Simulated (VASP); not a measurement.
Band structure of ZrC (relaxed from the rock salt structure, space group Fm-3m). Level of theory: PBE GGA, VASP's PBE PAW potentials (set 64) (plane waves; VASP 6.6.1).

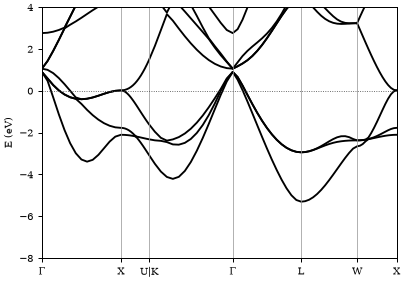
*Bands along high-symmetry lines, zero at the valence-band maximum or, without a gap, the Fermi level*

### Question
Read the plot: is there a gap, and where are the band edges?

### Answer
It has no gap at this level: it comes out as a metal or semimetal. (Edges off the drawn lines would not show.)

The structure was generated: ZrC was put into the rock salt type (Fm-3m), which need not be its known phase. It was relaxed first, which changed the volume by -34 %.
